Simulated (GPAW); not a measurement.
## CdS (Greenockite): G0W0 on several meshes in GPAW

Wanted: mesh dependence and cost of G0W0 for CdS (Greenockite).

Program: GPAW 26.7.0. Level of theory: PBE and many-body steps on it, plane waves. Results are calculated unless marked as measured.

The database entry behind the starting cell differs from later determinations by our own check (about 0.35 % long), so it need not match the best structure at ambient conditions.

## (1) The starting structure

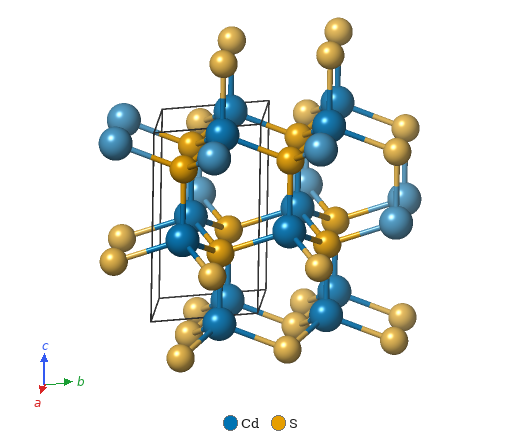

The starting structure, seen slightly off an axis (cadmium blue, sulfur orange). 2×2×1 cells are drawn. Some periodic images of atoms are drawn too.

Structure file:

```xyz
4
Lattice="4.1500 0.0000 0.0000 -2.0750 3.5940 0.0000 0.0000 0.0000 6.7370" Properties=species:S:1:pos:R:3 pbc="T T T"
Cd    0.0000    2.3960    0.0000
Cd    2.0750    1.1980    3.3685
S     0.0000    2.3960    2.5264
S     2.0750    1.1980    5.8949
```

The cell and positions come from the Crystallography Open Database and are kept as given unless a step says otherwise.

## (2) Empty states on the mesh, 3×3×4 mesh, 655 bands

This step: GPAW 26.7.0; DFT, PBE, plane waves, PAW.

The sums over transitions need many empty states on a uniform mesh; this step solves for them.

File run.py:

```python
import json
import numpy as np
from gpaw.mpi import world
from gpaw import GPAW

calc = GPAW('gs.gpw').fixed_density(kpts={'size': (3, 3, 4), 'gamma': True},
    parallel={'domain': 1, 'band': 1},
    txt='nscf.txt')
calc.diagonalize_full_hamiltonian(nbands=655)
calc.write('full.gpw', mode='all')
res = {}
kpts = calc.get_ibz_k_points()
res['kpts'] = kpts
res['eigenvalues'] = [calc.get_eigenvalues(kpt=k) for k in range(len(kpts))]
res['n_electrons'] = calc.get_number_of_electrons()

if world.rank == 0:
    with open('result.json', 'w') as f:
        json.dump(res, f, default=lambda x: x.tolist())
```

The run is started by

```console
$ mpirun -n 8 gpaw python run.py
```

Numbers of over 12 decimals in the logs are rounded to 6 here.

Log:

```text
Diagonalizing LCAO Hamiltonian
Converting LCAO to pw mode
convergence criteria:
- Maximum integral of absolute [eigenst]ate change: 4e-08 eV^2 / valence electron
maximum number of iterations: 100

SCF iterations
|iter     |     time |      energy | eigst |  dens |
|iter:   1|  |             | +0.68 |       |
|iter:   2|  |             | -0.97 |       |
|iter:   3|  |             | -2.11 |       |
[...]
|iter:   9|  |             | -6.88 |       |
|iter:  10|  |             | -7.40 |       |
|iter:  11|  |             | -7.90c|       |
SCF steps: 11
  __  _  _
 | _ |_)|_||  |
 |__||  | ||/\| - 26.7.0

Input parameters:
  mode=PW(ecut=450.000000),
  convergence={'density': 1e-06, 'bands': -3},
  gpts=array([21, 21, 35]),
  kpts=MonkhorstPack(size=(3, 3, 4), gamma=True),
  maxiter=100,
  nbands=26,
  occupations=Occupations(name='fermi-dirac', width=0.001, fixmagmom=False),
  parallel={'domain': 1, 'band': 1},
  xc=XC(name='PBE')
Matrix size: 2189x2189
# Writing to full.gpw (mode='all')
  [... matrices ...]

timing:  # [seconds]
  Total: 15.135  # ━━━━━━━━━━━━━━━━━━━━━━━━━━━━━━━━━━━━━━━━━━━━━━━━━━━━━━━━━━
```

Wall time 19 s (8 MPI ranks of Intel Xeon 6975P-C (Granite Rapids), shared host); peak memory 3.9 GiB.

This step gave:

| Item | Value |
| --- | --- |
| gap | 1.178 eV |
| k of the valence top | 0, 0, 0 |
| k of the conduction bottom | 0, 0, 0 |
| least direct gap | 1.178 eV |
| k points computed | 10 |
| lowest point of the top converged band, above the valence top | 189.7169 eV |

On this mesh the gap is 1.178 eV.

## (3) 3×3×4

G0W0 replaces the xc potential by the self-energy, built once from these orbitals. Only a window of levels is corrected, while the sums run over the empty bands that the input names.

This step: G0W0 on PBE, plane waves, PAW.

File run.py:

```python
import json
import numpy as np
from gpaw.mpi import world
from gpaw.response.g0w0 import G0W0

gw = G0W0('full.gpw',
    filename='gw',
    kpts=[0],
    bands=(16, 20),
    ecut=120,
    nbands=299,
    integrate_gamma='WS',
    ppa=True)
gw.calculate()
res = {mode: {k: v for k, v in r.items() if k != 'sigma_eskwn'}
       for mode, r in gw.all_results.items()}

if world.rank == 0:
    with open('result.json', 'w') as f:
        json.dump(res, f, default=lambda x: x.tolist())
```

The run is started by

```console
$ mpirun -n 8 gpaw python run.py
```

Log:

```text
Using integrator: PointIntegrator
FrequencyGridDescriptor(from 0.000+0.000j to 0.000+27.211j eV, 2 points)
Nonperiodic BCs:  [False False False]
Using integrator: PointIntegrator
FrequencyGridDescriptor(from 0.000+0.000j to 0.000+27.211j eV, 2 points)
Nonperiodic BCs:  [False False False]
  ___  _ _ _
 |   || | | |
 | | || | | |
 |__ ||_____|
 |___|

BZ k-points: Symmetries present (total): 6

  [... matrices ...]
36 k-points: 3 x 3 x 4 Monkhorst-Pack grid + [0.000000,0.000000,1/8]
10 k-points in the irreducible part of the Brillouin zone
       k-points in crystal coordinates                weights
   0:     0.00000000    0.00000000    0.00000000          1/36
   1:     0.00000000    0.00000000    0.25000000          2/36
   2:     0.00000000    0.00000000    0.50000000          1/36
   3:     0.33333333    0.00000000   -0.25000000          6/36
   4:     0.33333333    0.00000000    0.00000000          6/36
   5:     0.33333333    0.00000000    0.25000000          6/36
   6:     0.33333333    0.00000000    0.50000000          6/36
   7:     0.33333333    0.33333333    0.00000000          2/36
   8:     0.33333333    0.33333333    0.25000000          4/36
   9:     0.33333333    0.33333333    0.50000000          2/36

Distributing spins, k-points and bands (1 x 1 x 4) over 8 processes
Number of blocks: 1

Quasi particle states:
k-points (IBZ indices): [0]
Band range: (16, 20)
  [... matrices ...]
Computational parameters:
Plane wave cut-off: 120 eV
Number of bands: 299
Coulomb cutoff: None
Broadening: 0.1 eV

fxc modes: GW
Kernel: RPA
Using Godby-Needs plasmon-pole approximation:
  Fitting energy: i*E0, E0 = 1.000 Hartree
Summing all q:

Calculating screened Coulomb potential
No Coulomb truncation
FrequencyGridDescriptor(from 0.000+0.000j to 0.000+27.211j eV, 2 points)
Removing empty qpoint cache files...

Calculating chi0 body with:
    Ground state adapter containing:
    Number of spins: 1
    Number of kpoints: 36
    Number of irreducible kpoints: 10
    Number of completely occupied states: 18
    Number of partially occupied states: 18
    Occupied states memory: 4.239349 M / cpu

    Linear response parametrization:
    q_c: [0.0, 0.0, 0.0]
    Number of frequency points: 2
    Planewave cutoff: 120.0
    Number of bands: 299
    Number of planewaves: 313
    Broadening (eta): 1e-06
    comm.size: 8
    kncomm.size: 8
    blockcomm.size: 1

    Memory estimate of potentially large arrays:
        chi0_wGG: 2.989777 M / cpu
Integrating chi0 body.

Symmetries of q_c:
    Direct symmetries (Uq -> q): 6
    Indirect symmetries (TUq -> q): 6
In total 12 allowed symmetries.

  [... matrices ...]
10 groups of equivalent kpoints. 72.222222% reduction.

Integral kind: response function
Integrating chi0 head and wings.

Symmetries of q_c:
    Direct symmetries (Uq -> q): 6
    Indirect symmetries (TUq -> q): 6
In total 12 allowed symmetries.

  [... matrices ...]
10 groups of equivalent kpoints. 72.222222% reduction.

Integral kind: response function wings

Calculating chi0 body with:
    Ground state adapter containing:
    Number of spins: 1
    Number of kpoints: 36
    Number of irreducible kpoints: 10
    Number of completely occupied states: 18
    Number of partially occupied states: 18
    Occupied states memory: 4.239349 M / cpu

[... the further q-points ...]

Results:
f:      Occupation numbers
eps:     KS-eigenvalues [eV]
vxc:     KS vxc [eV]
exx:     Exact exchange [eV]
sigma:   Self-energies [eV]
dsigma:  Self-energy derivatives
Z:       Renormalization factors
qp:      QP-energies [eV]

k-point 0 (0): (0.000, 0.000, 0.000)                GW
band       f     eps     vxc     exx   sigma  dsigma       Z      qp
                                                                   GW
  16   1.000   3.465 -18.082 -21.074   2.121  -0.276   0.784   2.782
  17   1.000   3.465 -18.082 -21.074   2.121  -0.276   0.784   2.782
  18   0.000   4.642 -12.428  -8.561  -3.592  -0.230   0.813   4.866
  19   0.000   6.238 -12.420  -7.969  -3.983  -0.232   0.812   6.618
```

Elapsed: 77 s, on 8 MPI ranks; peak memory 3.3 GiB; 9.6 min of CPU time.

This step gave:

- G0W0 gap on the points computed: 2.084 eV
- least direct G0W0 gap on the computed points: 2.084 eV
- Z at the valence top: 0.7839
- Z at the conduction bottom: 0.8132
- starting gap on the mesh: 1.178 eV
- k of the valence top: 0, 0, 0
- k of the conduction bottom: 0, 0, 0

The gap on the mesh goes from 1.18 eV to 2.08 eV, a correction of +0.91 eV.

## (4) Empty states on the mesh, 3×3×2 mesh, 309 bands

This step: DFT, PBE, plane waves, PAW.

File run.py:

```python
import json
import numpy as np
from gpaw.mpi import world
from gpaw import GPAW

calc = GPAW('gs.gpw').fixed_density(kpts={'size': (3, 3, 2), 'gamma': True},
    parallel={'domain': 1, 'band': 1},
    txt='nscf.txt')
calc.diagonalize_full_hamiltonian(nbands=309)
calc.write('full.gpw', mode='all')
res = {}
kpts = calc.get_ibz_k_points()
res['kpts'] = kpts
res['eigenvalues'] = [calc.get_eigenvalues(kpt=k) for k in range(len(kpts))]
res['n_electrons'] = calc.get_number_of_electrons()

if world.rank == 0:
    with open('result.json', 'w') as f:
        json.dump(res, f, default=lambda x: x.tolist())
```

The run is started by

```console
$ mpirun -n 6 gpaw python run.py
```

Log:

```text
Diagonalizing LCAO Hamiltonian
Converting LCAO to pw mode
convergence criteria:
- Maximum integral of absolute [eigenst]ate change: 4e-08 eV^2 / valence electron
maximum number of iterations: 100

SCF iterations
|iter     |     time |      energy | eigst |  dens |
|iter:   1|  |             | +0.67 |       |
|iter:   2|  |             | -0.96 |       |
|iter:   3|  |             | -2.05 |       |
[...]
|iter:   9|  |             | -6.66 |       |
|iter:  10|  |             | -7.34 |       |
|iter:  11|  |             | -7.76c|       |
SCF steps: 11
  __  _  _
 | _ |_)|_||  |
 |__||  | ||/\| - 26.7.0

Input parameters:
  mode=PW(ecut=450.000000),
  convergence={'density': 1e-06, 'bands': -3},
  gpts=array([21, 21, 35]),
  kpts=MonkhorstPack(size=(3, 3, 2), gamma=True),
  maxiter=100,
  nbands=26,
  occupations=Occupations(name='fermi-dirac', width=0.001, fixmagmom=False),
  parallel={'domain': 1, 'band': 1},
  xc=XC(name='PBE')
Matrix size: 2189x2189
# Writing to full.gpw (mode='all')
  [... matrices ...]

timing:  # [seconds]
  Total: 8.520  # ━━━━━━━━━━━━━━━━━━━━━━━━━━━━━━━━━━━━━━━━━━━━━━━━━━━━━━━━━━━
```

The job ended after 15 s (6 MPI ranks; peak memory 2.8 GiB; 75 s of CPU time).

This step gave:

```yaml
gap: 1.178 eV
k_of_the_valence_top: 0, 0, 0
k_of_the_conduction_bottom: 0, 0, 0
least_direct_gap: 1.178 eV
k_points_computed: 6
lowest_point_of_the_top_converged_band_above_the_valence_top: 109.0585 eV
```

On this mesh the gap is 1.178 eV.

## (5) 3×3×2

This step: G0W0 on PBE, plane waves, PAW.

File run.py:

```python
import json
import numpy as np
from gpaw.mpi import world
from gpaw.response.g0w0 import G0W0

gw = G0W0('full.gpw',
    filename='gw',
    kpts=[0],
    bands=(16, 20),
    ecut=120,
    nbands=299,
    integrate_gamma='WS',
    ppa=True)
gw.calculate()
res = {mode: {k: v for k, v in r.items() if k != 'sigma_eskwn'}
       for mode, r in gw.all_results.items()}

if world.rank == 0:
    with open('result.json', 'w') as f:
        json.dump(res, f, default=lambda x: x.tolist())
```

The run is started by

```console
$ mpirun -n 8 gpaw python run.py
```

Log:

```text
Using integrator: PointIntegrator
FrequencyGridDescriptor(from 0.000+0.000j to 0.000+27.211j eV, 2 points)
Nonperiodic BCs:  [False False False]
Using integrator: PointIntegrator
FrequencyGridDescriptor(from 0.000+0.000j to 0.000+27.211j eV, 2 points)
Nonperiodic BCs:  [False False False]
  ___  _ _ _
 |   || | | |
 | | || | | |
 |__ ||_____|
 |___|

BZ k-points: Symmetries present (total): 6

  [... matrices ...]
18 k-points: 3 x 3 x 2 Monkhorst-Pack grid + [0.000000,0.000000,1/4]
6 k-points in the irreducible part of the Brillouin zone
       k-points in crystal coordinates                weights
   0:     0.00000000    0.00000000    0.00000000          1/18
   1:     0.00000000    0.00000000    0.50000000          1/18
   2:     0.33333333    0.00000000    0.00000000          6/18
   3:     0.33333333    0.00000000    0.50000000          6/18
   4:     0.33333333    0.33333333    0.00000000          2/18
   5:     0.33333333    0.33333333    0.50000000          2/18

Distributing spins, k-points and bands (1 x 1 x 4) over 8 processes
Number of blocks: 1

Quasi particle states:
k-points (IBZ indices): [0]
Band range: (16, 20)
  [... matrices ...]
Computational parameters:
Plane wave cut-off: 120 eV
Number of bands: 299
Coulomb cutoff: None
Broadening: 0.1 eV

fxc modes: GW
Kernel: RPA
Using Godby-Needs plasmon-pole approximation:
  Fitting energy: i*E0, E0 = 1.000 Hartree
Summing all q:

Calculating screened Coulomb potential
No Coulomb truncation
FrequencyGridDescriptor(from 0.000+0.000j to 0.000+27.211j eV, 2 points)
Removing empty qpoint cache files...

Calculating chi0 body with:
    Ground state adapter containing:
    Number of spins: 1
    Number of kpoints: 18
    Number of irreducible kpoints: 6
    Number of completely occupied states: 18
    Number of partially occupied states: 18
    Occupied states memory: 4.239349 M / cpu

    Linear response parametrization:
    q_c: [0.0, 0.0, 0.0]
    Number of frequency points: 2
    Planewave cutoff: 120.0
    Number of bands: 299
    Number of planewaves: 313
    Broadening (eta): 1e-06
    comm.size: 8
    kncomm.size: 8
    blockcomm.size: 1

    Memory estimate of potentially large arrays:
        chi0_wGG: 2.989777 M / cpu
Integrating chi0 body.

Symmetries of q_c:
    Direct symmetries (Uq -> q): 6
    Indirect symmetries (TUq -> q): 6
In total 12 allowed symmetries.

  [... matrices ...]
6 groups of equivalent kpoints. 66.666667% reduction.

Integral kind: response function
Integrating chi0 head and wings.

Symmetries of q_c:
    Direct symmetries (Uq -> q): 6
    Indirect symmetries (TUq -> q): 6
In total 12 allowed symmetries.

  [... matrices ...]
6 groups of equivalent kpoints. 66.666667% reduction.

Integral kind: response function wings

Calculating chi0 body with:
    Ground state adapter containing:
    Number of spins: 1
    Number of kpoints: 18
    Number of irreducible kpoints: 6
    Number of completely occupied states: 18
    Number of partially occupied states: 18
    Occupied states memory: 4.239349 M / cpu

[... the further q-points ...]

Results:
f:      Occupation numbers
eps:     KS-eigenvalues [eV]
vxc:     KS vxc [eV]
exx:     Exact exchange [eV]
sigma:   Self-energies [eV]
dsigma:  Self-energy derivatives
Z:       Renormalization factors
qp:      QP-energies [eV]

k-point 0 (0): (0.000, 0.000, 0.000)                GW
band       f     eps     vxc     exx   sigma  dsigma       Z      qp
                                                                   GW
  16   1.000   3.465 -18.082 -21.070   2.167  -0.281   0.781   2.824
  17   1.000   3.465 -18.082 -21.070   2.167  -0.281   0.781   2.824
  18   0.000   4.642 -12.428  -8.414  -3.767  -0.237   0.809   4.842
  19   0.000   6.238 -12.420  -7.966  -4.035  -0.237   0.808   6.577
```

Wall time 46 s (8 MPI ranks); peak memory 2.7 GiB; 4.9 min of CPU time.

This step gave:

| Property | Result |
| --- | --- |
| G0W0 gap on the points computed | 2.018 eV |
| least direct G0W0 gap on the computed points | 2.018 eV |
| Z at the valence top | 0.7807 |
| Z at the conduction bottom | 0.8087 |
| starting gap on the mesh | 1.178 eV |
| k of the valence top | 0, 0, 0 |
| k of the conduction bottom | 0, 0, 0 |

Against G0W0 in GPAW (3×3×4 mesh, 299 bands, screening to 120 eV, Godby-Needs plasmon pole), the gap moves by −0.066 eV.

## (6) The runs together

Times are wall times on 8 MPI ranks of Intel Xeon 6975P-C (Granite Rapids), shared host, good to a factor of about two.

| run | mesh | bands | screening cutoff (eV) | DFT gap (eV) | gap on the mesh (eV) | direct (eV) | time |
| --- | --- | --- | --- | --- | --- | --- | --- |
| 3×3×4 | 3×3×4 | 299 | 120 | 1.178 | 2.084 | 2.084 | 77 s |
| 3×3×2 | 3×3×2 | 299 | 120 | 1.178 | 2.018 | 2.018 | 46 s |

## (7) Outcome

```json
{"3×3×4": "2.084 eV", "3×3×2": "2.018 eV", "known limits": "not at the basis limit; no spin-orbit coupling; coarse k mesh"}
```

**Reading.** 3×3×2: −0.066 eV against 3×3×4. Bands and cutoff are finite, so the gap is not at the basis limit. The miss can reach some tenths of an eV and take either sign; the mesh is an error of its own. These stock PAW sets were not made for GW. In the G0W0 runs levels were corrected at 1 k point alone, so a gap called «on the mesh» is the least over those, and an edge elsewhere would be missed. The 3×3×4 mesh is coarse for this cell, which bears on the long-range parts of exchange and screening. The many-body steps are scalar-relativistic: spin-orbit coupling is not in them.

[Paths, hosts, dates, memory and timing lines, banners, echoed tables and standing remarks are left out of the program output.]

[Logs are printed without paths, hosts, clocks, repeated set-up lines and the standing remarks that a program may print on its own settings, such as how far it seeks lower states.]

[Runs of the session that timed out or met a known fault of the program may be left out.]

[Hosts, paths, dates, database ids (printed as entryN), source tags and the programs' standing remarks are cut or masked in the printed files.]
